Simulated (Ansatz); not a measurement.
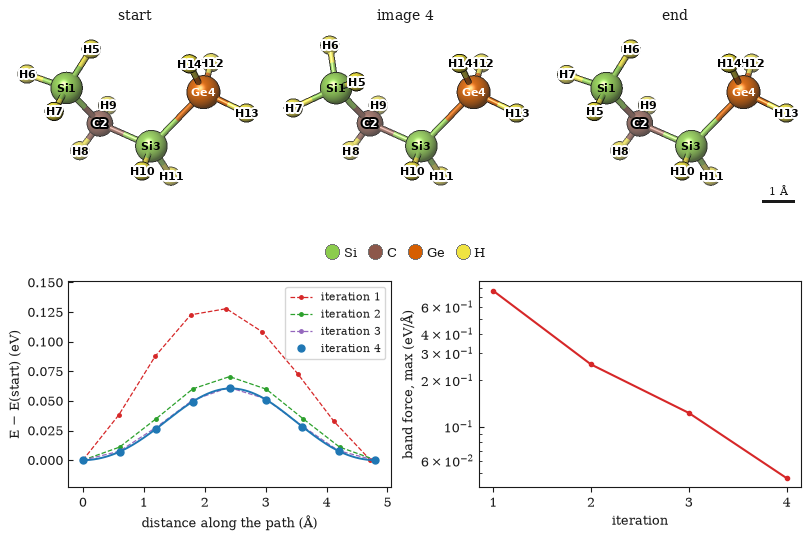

A nudged-elastic-band calculation for CH10GeSi2. Images are numbered from 0 (start) to 8 (end). The plot follows the band through its iterations. Style: ball-and-stick. Shown at a tilt.

Theory: Ansatz, RKS B3LYP/def2-SVP. Run with 7 movable images; climbing image; force threshold 0.05 eV/Å; iteration limit 37; starting path by image-dependent pair potential.

How did the profile develop, and is the result final?

Answer. The result is final at these settings. The band converged in 4 iterations. The largest component of the band force went from 0.76 to 0.046 eV/Å. The climbing image converged on the top of the path. Its vibrational analysis gives one imaginary mode (124i cm⁻¹), as a transition state must have. The first iteration put the highest image at 0.128 eV. The two ends have the same energy, and the highest point, image 4, lies 0.061 eV above the start.

The run took 2.8 min on 2 threads of Intel(R) Xeon(R) Platinum 8259CL CPU @ 2.50GHz (Skylake/Cascade Lake) (shared host), peak memory 0.37 GiB.
